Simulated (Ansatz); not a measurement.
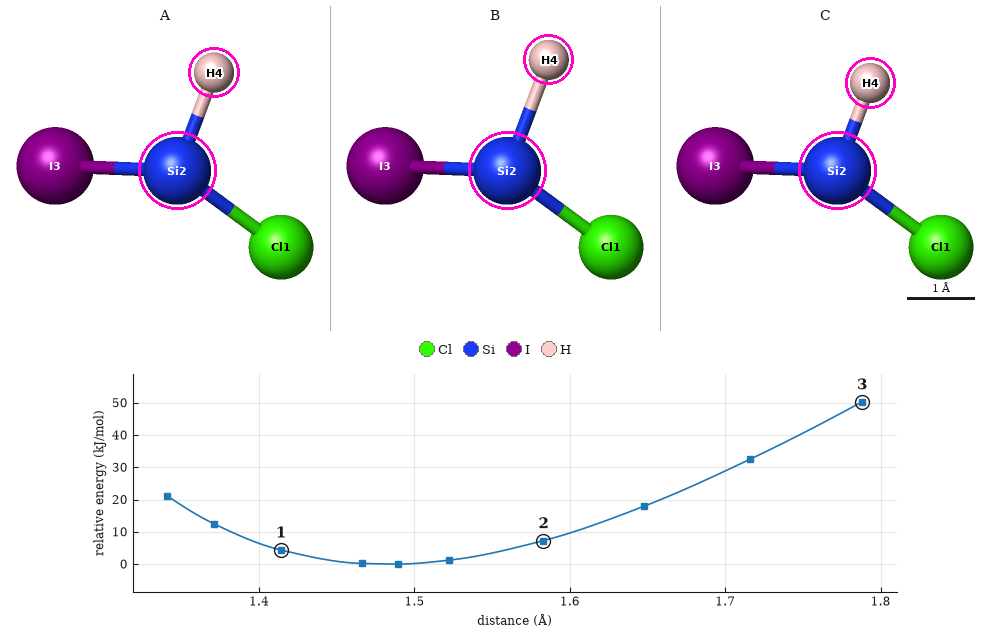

SiHICl (multiplicity 2): the Si2–H4 distance is varied, with the rest of the molecule carried along rigidly. The frames are shuffled; the numbered points of the plot belong to them. A ball-and-stick model, seen at a tilt. The ringed atoms are those of the scanned coordinate.

Level of theory: CCSD(T) (def2-TZVPP, Ansatz), on geometries moved rigidly from the minimum at PBE0-D4/def2-TZVP. Coupled cluster with a frozen core. Elements past krypton carry the basis set's effective core potentials. Energies are counted from the PBE0-D4/def2-TZVP minimum geometry at the same level.

Which frame belongs to which numbered point?

Answer. Point 1 is frame C (the distance 1.414 Å, 4.4 kJ/mol); 2 is frame A (the distance 1.583 Å, 7.3 kJ/mol); 3 is frame B (the distance 1.788 Å, 50.3 kJ/mol). Of the computed points the lowest is at the distance 1.490 Å, 0.0 kJ/mol. The end points stand at 21.1 kJ/mol (1.341 Å) and 50.3 kJ/mol (1.788 Å). The curvature at the lowest point is about 17 eV/Å² (2.7 mdyn/Å). The well is steeper on the short side, as for any bond.
